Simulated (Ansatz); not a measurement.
# CH6FNOSi: inversion of the pyramid at N1

Wanted: the energy profile along the inversion of the pyramid at N1, from relaxed end points and a band of images. SMILES of the start: NC(F)O[SiH3].

Method: RKS CAM-B3LYP-D4/6-31G*, in Ansatz 0.2.0.

## Step 1: The starting structure

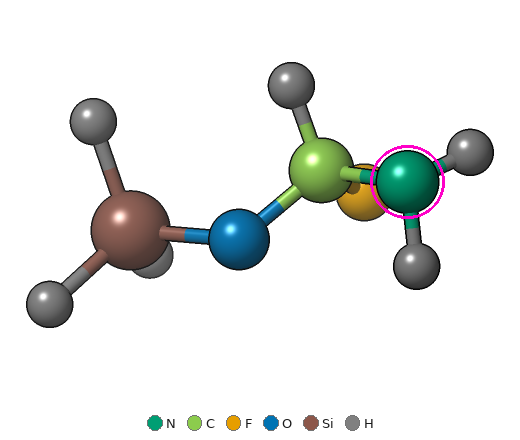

The starting structure, seen from a chosen angle (nitrogen teal, carbon green, fluorine amber, oxygen blue, silicon brown, hydrogen grey). Ringed: N1.

As a file:

```xyz
11

N     0.0650   -1.4163    1.5791
C     0.2204   -0.7182    0.3026
F    -0.5055   -1.4368   -0.6187
O    -0.2617    0.5793    0.3552
Si   -0.0475    1.5618   -0.9481
H    -0.9597   -1.1821    1.7935
H     0.1020   -2.3666    1.3848
H     1.3274   -0.7042    0.0327
H    -0.7645    1.0914   -2.0857
H    -0.5071    2.9425   -0.5847
H     1.3966    1.5922   -1.1901
```

## Step 2: Relaxing end A

Contents of input.yaml:

```yaml
crystal:
  periodic: [false, false, false]
  atoms:
    - { symbol: "N", position_ang: [0.065, -1.4163, 1.5791] }
    - { symbol: C, position_ang: [0.2204, -0.7182, 0.3026] }
    - { symbol: F, position_ang: [-0.5055, -1.4368, -0.6187] }
    - { symbol: O, position_ang: [-0.2617, 0.5793, 0.3552] }
    - { symbol: Si, position_ang: [-0.0475, 1.5618, -0.9481] }
    - { symbol: H, position_ang: [-0.9597, -1.1821, 1.7935] }
    - { symbol: H, position_ang: [0.102, -2.3666, 1.3848] }
    - { symbol: H, position_ang: [1.3274, -0.7042, 0.0327] }
    - { symbol: H, position_ang: [-0.7645, 1.0914, -2.0857] }
    - { symbol: H, position_ang: [-0.5071, 2.9425, -0.5847] }
    - { symbol: H, position_ang: [1.3966, 1.5922, -1.1901] }
basis:
  gaussian: { orbitals: "6-31G*" }
hamiltonian:
  xc: cam_b3lyp
  dispersion: d4
relax:
  f_tol: 0.015
  max_steps: 40
output:
  orbitals: {}
```

Run with:

```sh
$ ansatz run input.yaml --threads 2 --pin off --max-ram 3072MiB --backend cpu --events-out ev --progress --plain --runs-dir out
```

Log (excerpt; [...] marks lines left out):

```text
Warning: RAYON_NUM_THREADS=2 ignored (pool sized by the plan → 2); use --threads N
[...]
Functional definition: CAM-B3LYP
[...]
978 factors; integrals over basis functions are off by at most 6.8e-4 eV
340 factors; integrals over basis functions are off by at most 6.5e-7 eV
[...]
mean field -15263.56230627 eV, -560.9255687411 hartree, gradient 5.3e-5 eV, S^2 0.000000; 0 other end points of the search recorded, 0 dependent functions left out
[...]
reference -15263.56241872 eV, -560.9255728737 hartree; 25, 25 occupied and 66, 66 virtual orbitals, 978 factors
relax step   1: F+E_penalty+E_count = -15263.72606576 eV  Δ(F+E_penalty+E_count) = +0.000e0 eV  max|allowed force component| = 4.307e0 eV/Å  Δτ_max = 0.0000 Å  (26 SCF iters, accepted)
[...]
relax step   4: F+E_penalty+E_count = -15264.12758839 eV  Δ(F+E_penalty+E_count) = -9.634e-3 eV  max|allowed force component| = 5.358e-1 eV/Å  Δτ_max = 0.1833 Å  (29 SCF iters, accepted)
[...]
relax step   7: F+E_penalty+E_count = -15264.16637789 eV  Δ(F+E_penalty+E_count) = -2.150e-3 eV  max|allowed force component| = 1.550e-1 eV/Å  Δτ_max = 0.0544 Å  (27 SCF iters, accepted)
[...]
relax step  10: F+E_penalty+E_count = -15264.16958934 eV  Δ(F+E_penalty+E_count) = -6.710e-4 eV  max|allowed force component| = 4.765e-2 eV/Å  Δτ_max = 0.0325 Å  (27 SCF iters, accepted)
[...]
978 factors; integrals over basis functions are off by at most 7.0e-4 eV
340 factors; integrals over basis functions are off by at most 6.4e-7 eV
mean field -15264.00491525 eV, -560.9418343212 hartree, gradient 6.6e-5 eV, S^2 0.000000; 1 other end points of the search recorded, 0 dependent functions left out
[...]
reference -15264.00502750 eV, -560.9418384464 hartree; 25, 25 occupied and 66, 66 virtual orbitals, 978 factors
Total energy: -15264.17007772 eV, -560.9479039302 hartree
Atom 0 at    -0.200596    -1.376652     1.510904 Å, force    -0.003049     0.003164    -0.007837 eV/Å
Atom 1 at     0.376694    -0.686710     0.433571 Å, force     0.005759    -0.008924     0.008061 eV/Å
Atom 2 at     0.023860    -1.243052    -0.817130 Å, force    -0.000333     0.001481    -0.000341 eV/Å
Atom 3 at    -0.059729     0.615532     0.436104 Å, force    -0.001415     0.001391    -0.007676 eV/Å
Atom 4 at    -0.093575     1.532528    -0.964079 Å, force    -0.003590     0.007591     0.005800 eV/Å
Atom 5 at    -1.212529    -1.290957     1.486585 Å, force     0.002981     0.000800     0.001555 eV/Å
Atom 6 at     0.064422    -2.355607     1.509168 Å, force     0.000212     0.003271    -0.000339 eV/Å
Atom 7 at     1.469304    -0.757364     0.469899 Å, force    -0.003669     0.001636    -0.001458 eV/Å
Atom 8 at    -1.225730     1.182169    -1.850928 Å, force     0.005615    -0.006893    -0.001740 eV/Å
Atom 9 at    -0.262167     2.922655    -0.488573 Å, force     0.002953     0.000581     0.004004 eV/Å
Atom 10 at     1.185446     1.400457    -1.704919 Å, force    -0.005465    -0.004097    -0.000028 eV/Å
Dipole moment:    -0.004930    -0.210132    -0.019356 e Å
```

Run time: 25 s. Hardware: 2 threads of AMD EPYC 9R14 (Zen 4), shared host; peak memory 0.24 GiB.

Step by step:

| step | energy from step 1 (eV) | largest force component (eV/Å) |
| --- | --- | --- |
| 1 | 0.0000 | 4.3068 |
| 2 | -0.3279 | 1.0339 |
| 3 | -0.3919 | 0.5008 |
| 4 | -0.4015 | 0.5358 |
| 5 | -0.4297 | 0.1622 |
| 6 | -0.4382 | 0.1485 |
| 7 | -0.4403 | 0.1550 |
| 8 | -0.4423 | 0.0488 |
| 9 | -0.4429 | 0.0582 |
| 10 | -0.4435 | 0.0477 |
| 11 | -0.4438 | 0.0158 |
| 12 | -0.4439 | 0.0089 |

Step 1 is the start.

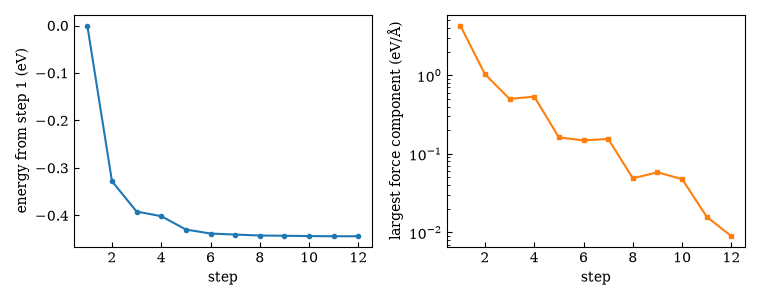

How energy and force went from step to step.

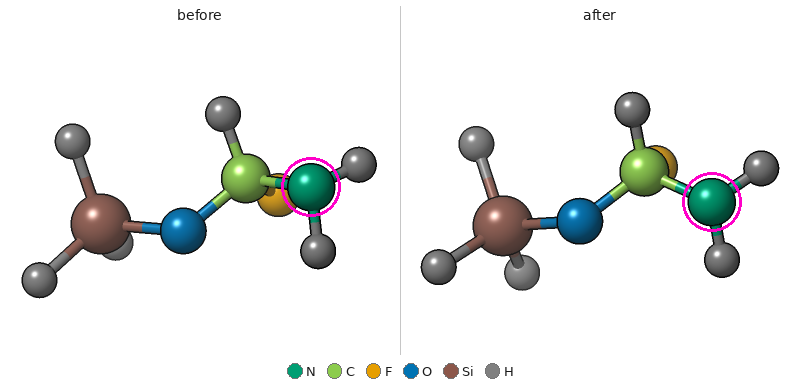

Before and after, at one scale.

After: Bond lengths: N1–C2 1.404 Å, C2–F3 1.414 Å, C2–O4 1.373 Å, O4–Si5 1.674 Å, N1–H6 1.016 Å, N1–H7 1.014 Å, C2–H8 1.095 Å, Si5–H9 1.480 Å, Si5–H10 1.479 Å, Si5–H11 1.484 Å. Angles (14 of 16 angles, heavy atoms first): N1–C2–F3 112.5°, N1–C2–O4 109.5°, F3–C2–O4 107.2°, C2–O4–Si5 121.6°, N1–C2–H8 110.7°, F3–C2–H8 104.6°, O4–C2–H8 112.2°, C2–N1–H6 110.5°, C2–N1–H7 111.5°, O4–Si5–H9 112.8°, O4–Si5–H10 104.4°, O4–Si5–H11 110.6°, H6–N1–H7 110.0°, H9–Si5–H10 109.1°.

## Step 3: Relaxing end B

The second end starts from a geometry with the move made by hand.

input.yaml, as its differences from that of step 2:

```diff
@@ -8,4 +8,4 @@
     - { symbol: Si, position_ang: [-0.0475, 1.5618, -0.9481] }
-    - { symbol: H, position_ang: [-0.9597, -1.1821, 1.7935] }
-    - { symbol: H, position_ang: [0.102, -2.3666, 1.3848] }
+    - { symbol: H, position_ang: [0.16524, -0.58909, 2.25476] }
+    - { symbol: H, position_ang: [0.85389, -1.97025, 1.69309] }
     - { symbol: H, position_ang: [1.3274, -0.7042, 0.0327] }
@@ -22,3 +22 @@
   max_steps: 40
-output:
-  orbitals: {}
```

Run with:

```sh
$ ansatz run input.yaml --threads 2 --pin off --max-ram 3072MiB --backend cpu --events-out ev --progress --plain --runs-dir out
```

Log (excerpt; [...] marks lines left out):

```text
Warning: RAYON_NUM_THREADS=2 ignored (pool sized by the plan → 2); use --threads N
[...]
[... 1 set-up line as earlier in the session ...]
[...]
979 factors; integrals over basis functions are off by at most 6.8e-4 eV
340 factors; integrals over basis functions are off by at most 6.7e-7 eV
[...]
mean field -15263.41197965 eV, -560.9200443398 hartree, gradient 5.1e-5 eV, S^2 0.000000; 0 other end points of the search recorded, 0 dependent functions left out
[...]
reference -15263.41209152 eV, -560.9200484511 hartree; 25, 25 occupied and 66, 66 virtual orbitals, 979 factors
relax step   1: F+E_penalty+E_count = -15263.57644773 eV  Δ(F+E_penalty+E_count) = +0.000e0 eV  max|allowed force component| = 4.503e0 eV/Å  Δτ_max = 0.0000 Å  (26 SCF iters, accepted)
[...]
relax step   5: F+E_penalty+E_count = -15263.99354984 eV  Δ(F+E_penalty+E_count) = -2.296e-2 eV  max|allowed force component| = 1.674e-1 eV/Å  Δτ_max = 0.0464 Å  (27 SCF iters, accepted)
[...]
relax step   9: F+E_penalty+E_count = -15264.02640806 eV  Δ(F+E_penalty+E_count) = -7.731e-3 eV  max|allowed force component| = 4.439e-1 eV/Å  Δτ_max = 0.1375 Å  (28 SCF iters, accepted)
[...]
relax step  13: F+E_penalty+E_count = -15264.05581996 eV  Δ(F+E_penalty+E_count) = -5.609e-3 eV  max|allowed force component| = 3.308e-1 eV/Å  Δτ_max = 0.2000 Å  (29 SCF iters, accepted)
[...]
relax step  15: F+E_penalty+E_count = -15264.08209011 eV  Δ(F+E_penalty+E_count) = -1.447e-2 eV  max|allowed force component| = 4.398e-1 eV/Å  Δτ_max = 0.1999 Å  (29 SCF iters, accepted)
[...]
relax step  16: F+E_penalty+E_count = -15264.05028618 eV  Δ(F+E_penalty+E_count) = +3.180e-2 eV  max|allowed force component| = 1.263e0 eV/Å  Δτ_max = 0.1950 Å  (30 SCF iters, rejected (line search))
```

## Step 4: More of the same log: end point B relaxed

The log, continued (excerpt; [...] marks lines left out):

```text
[...]
979 factors; integrals over basis functions are off by at most 7.1e-4 eV
340 factors; integrals over basis functions are off by at most 6.5e-7 eV
mean field -15263.92996278 eV, -560.9390798689 hartree, gradient 7.5e-5 eV, S^2 0.000000; 0 other end points of the search recorded, 0 dependent functions left out
[...]
reference -15263.93007575 eV, -560.9390840203 hartree; 25, 25 occupied and 66, 66 virtual orbitals, 979 factors
relax step  17: F+E_penalty+E_count = -15264.09509524 eV  Δ(F+E_penalty+E_count) = -1.301e-2 eV  max|allowed force component| = 1.668e-1 eV/Å  Δτ_max = 0.0973 Å  (26 SCF iters, accepted)
[...]
relax step  19: F+E_penalty+E_count = -15264.10124715 eV  Δ(F+E_penalty+E_count) = +7.471e-5 eV  max|allowed force component| = 5.255e-1 eV/Å  Δτ_max = 0.1152 Å  (30 SCF iters, rejected (line search))
[...]
Atom 1 at     0.531073    -0.736824     0.334602 Å, force    -0.005643     0.003410     0.004367 eV/Å
Atom 2 at    -0.106615    -1.262696    -0.772331 Å, force     0.002342    -0.001358    -0.003153 eV/Å
Atom 3 at     0.154334     0.600960     0.432473 Å, force    -0.000730    -0.001892    -0.001695 eV/Å
Atom 4 at    -0.053484     1.565351    -0.918612 Å, force    -0.003346    -0.001169    -0.000829 eV/Å
Atom 5 at    -0.799978    -1.301991     1.712323 Å, force     0.003004     0.000418    -0.005398 eV/Å
Atom 6 at     0.752693    -1.250684     2.259524 Å, force    -0.000636    -0.004915    -0.001762 eV/Å
Atom 7 at     1.609592    -0.815156     0.159138 Å, force    -0.002197    -0.002161    -0.003125 eV/Å
Atom 8 at    -1.332446     1.301190    -1.615755 Å, force    -0.000280     0.001134    -0.001110 eV/Å
Atom 9 at    -0.054876     2.951788    -0.402084 Å, force     0.001436    -0.000526     0.001168 eV/Å
Atom 10 at     1.073964     1.377982    -1.866649 Å, force     0.001554    -0.000480     0.002468 eV/Å
Dipole moment:     0.117422     0.196327     0.242844 e Å
```

Wall time 51 s (2 threads of AMD EPYC 9R14 (Zen 4), shared host); peak memory 0.24 GiB.

Relaxation path:

| step | energy from step 1 (eV) | largest force component (eV/Å) |
| --- | --- | --- |
| 1 | 0.0000 | 4.5025 |
| 2 | -0.3251 | 1.4332 |
| 3 | -0.3869 | 0.5761 |
| 4 | -0.3941 | 0.6579 |
| 5 | -0.4171 | 0.1674 |
| 6 | -0.4270 | 0.0676 |
| 7 | -0.4362 | 0.2146 |
| 8 | -0.4422 | 0.1375 |
| 9 | -0.4500 | 0.4439 |
| 10 | -0.4571 | 0.3879 |
| 11 | -0.4626 | 0.2773 |
| 12 | -0.4738 | 0.3692 |
| 13 | -0.4794 | 0.3308 |
| 14 | -0.4912 | 0.1810 |
| 15 | -0.5056 | 0.4398 |
| 16x | -0.4738 | 1.2633 |
| 17 | -0.5186 | 0.1668 |
| 18 | -0.5249 | 0.1354 |
| 19x | -0.5248 | 0.5255 |
| 20 | -0.5292 | 0.0537 |
| 21 | -0.5311 | 0.0610 |
| 22x | -0.5310 | 0.0726 |
| 23 | -0.5319 | 0.0421 |
| 24x | -0.5319 | 0.0520 |
| 25 | -0.5320 | 0.0120 |
| 26 | -0.5323 | 0.0282 |
| 27 | -0.5323 | 0.0091 |

Step 1 is the start. 4 steps were tried and not accepted (16, 19, 22, 24; marked x where the table lists them).

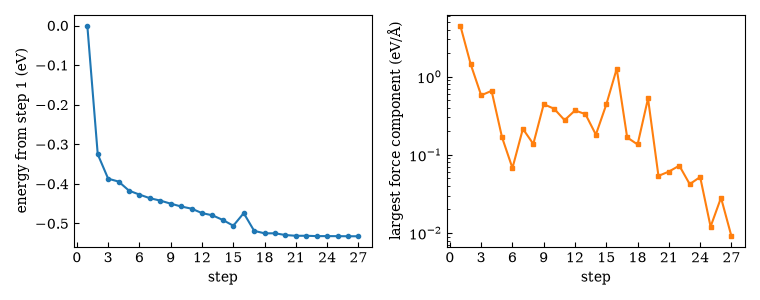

Energy and largest force along the relaxation.

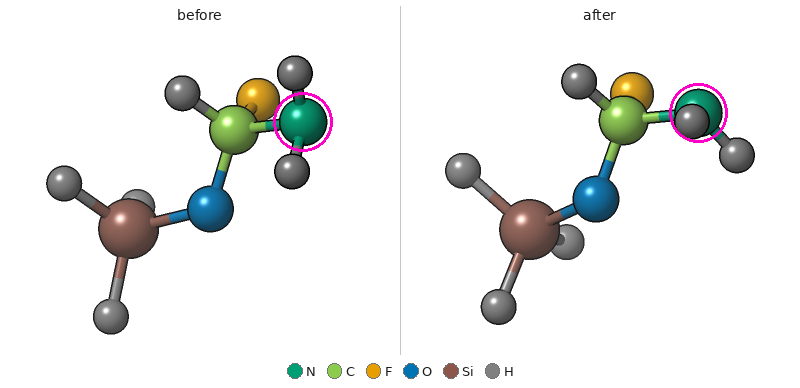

The structure before (left) and after (right), drawn at the same scale.

After: Bond lengths: N1–C2 1.412 Å, C2–F3 1.381 Å, C2–O4 1.393 Å, O4–Si5 1.673 Å, N1–H6 1.017 Å, N1–H7 1.015 Å, C2–H8 1.096 Å, Si5–H9 1.480 Å, Si5–H10 1.480 Å, Si5–H11 1.485 Å. Angles (14 of 16 angles, heavy atoms first): N1–C2–F3 108.6°, N1–C2–O4 113.0°, F3–C2–O4 107.3°, C2–O4–Si5 122.0°, N1–C2–H8 110.1°, F3–C2–H8 107.4°, O4–C2–H8 110.2°, C2–N1–H6 109.5°, C2–N1–H7 110.3°, O4–Si5–H9 112.6°, O4–Si5–H10 105.0°, O4–Si5–H11 110.4°, H6–N1–H7 108.3°, H9–Si5–H10 109.3°.

[end of part 1 of 2]
